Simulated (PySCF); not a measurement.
## Electronic structure of C6H11NSi2 (SMILES N#C/C=C/C[SiH2]/C=C/[SiH3]) in real space

```xyz
20

N    -2.0505    3.5399    0.0595
C    -1.9487    2.3927    0.2031
C    -1.8116    0.9883    0.3944
C    -2.0184    0.0962   -0.5930
C    -1.8074   -1.3628   -0.4703
Si   -0.0568   -1.8241   -1.0931
C     1.1974   -1.0597    0.0645
C     1.6360    0.2054   -0.0744
Si    2.7814    1.0649    1.1375
H    -1.5152    0.6608    1.3963
H    -2.3019    0.4781   -1.5807
H    -2.5393   -1.9287   -1.0687
H    -1.8830   -1.7003    0.5759
H     0.1123   -1.2703   -2.4708
H     0.0605   -3.3135   -1.1223
H     1.5368   -1.6423    0.9338
H     1.2936    0.7865   -0.9439
H     2.1011    2.2560    1.7320
H     4.0224    1.5360    0.4496
H     3.1428    0.1018    2.2215
```

Geometry: PBE0-D3(BJ)/def2-SVP.

Method: B3LYP/def2-SVPD, SCF density, gas phase (PySCF 2.14.0).

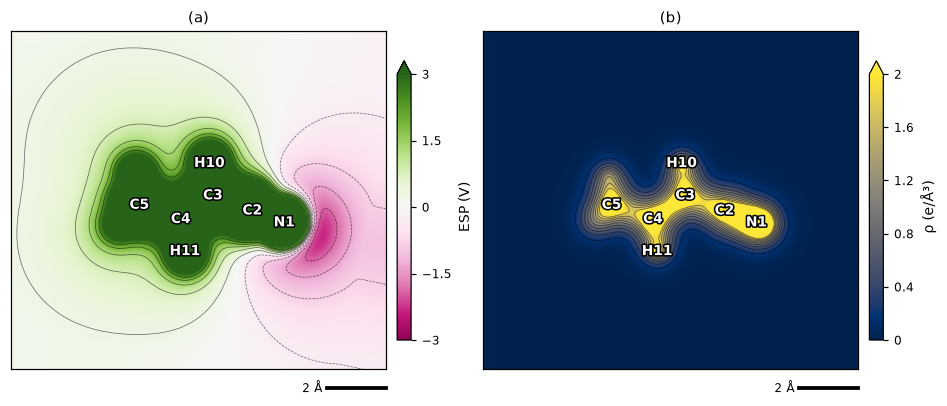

Figure 1. (a) electrostatic potential; (b) total electron density on the plane of atoms C2, C3 and H10.

Question: Read the bonding off the picture.

Answer: Atoms in the plane: N, C and H. C–N (1.16 Å): ρ is about 3.5 e/Å³ halfway. C–C (1.35 Å): ρ is about 2.2 e/Å³ halfway. C–H (1.09 Å): the density is about 2 e/Å³ at the midpoint. C–C (1.42 Å): the density is about 1.9 e/Å³ at the midpoint. C–C (1.48 Å): the density is about 1.8 e/Å³ at the midpoint. Outside the dense part of the molecule the potential is most negative (−2.3 V) near N1.

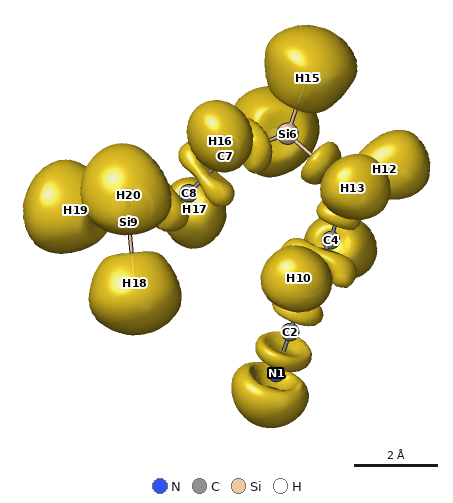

Figure 2. Isosurface of the electron localisation function at 0.8 (yellow), seen at a tilt. Core shells and regions of very low density are left out.

Question: Identify the bonds, lone pairs and shells in this picture.

Answer: At this value the surface marks out four regions between bonded C–C atoms (shared pairs), one region between bonded C–N atoms (shared pairs), three regions between bonded C–Si atoms (shared pairs), eleven regions around hydrogen nuclei and one lobe on N, pointing away from the bonds (lone pairs). Along the contacts the grid gives the following. C–N (1.16 Å): the ELF peaks at about 0.90 between the atoms; a multiple bond. C–C (1.35 Å): the ELF peaks at about 0.95 between the atoms: a covalent bond.

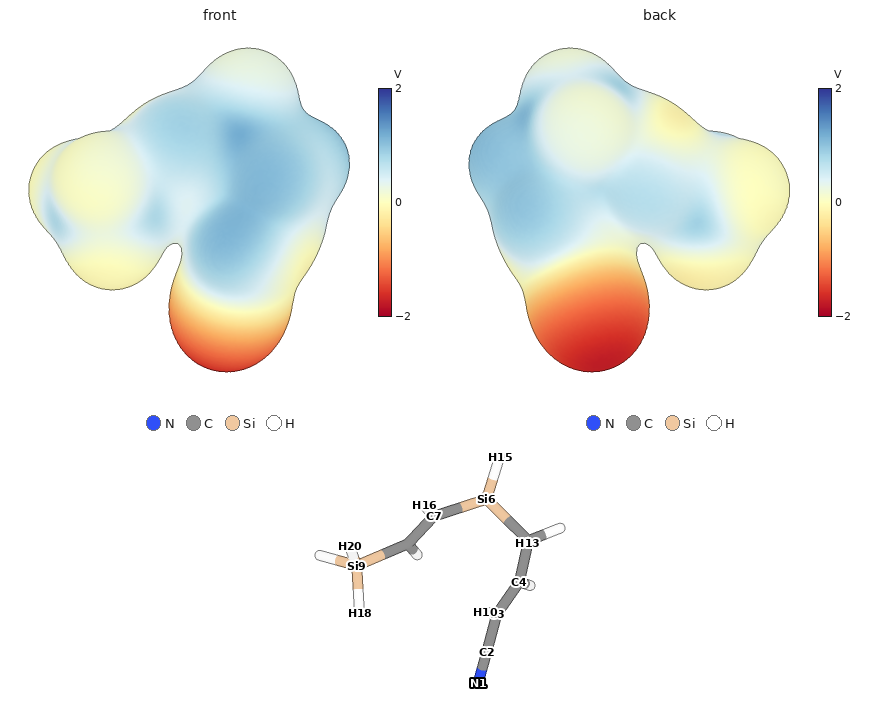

Figure 3. The molecular electrostatic potential painted on the density surface at 0.001 e/bohr³, seen from the front and from behind; the colour scale runs from red (negative) to blue (positive). The bare structure is drawn below in the same view.

Question: Where is the surface potential most negative and most positive?

Answer: The most negative region (about −1.7 V) lies over N1, the most positive (about +1.1 V) over Si6, H10 and H13. N1 is the likeliest acceptor of a hydrogen bond.

Question: What dipole moment does the calculation give?

Answer: Its dipole moment is 4.82 D.
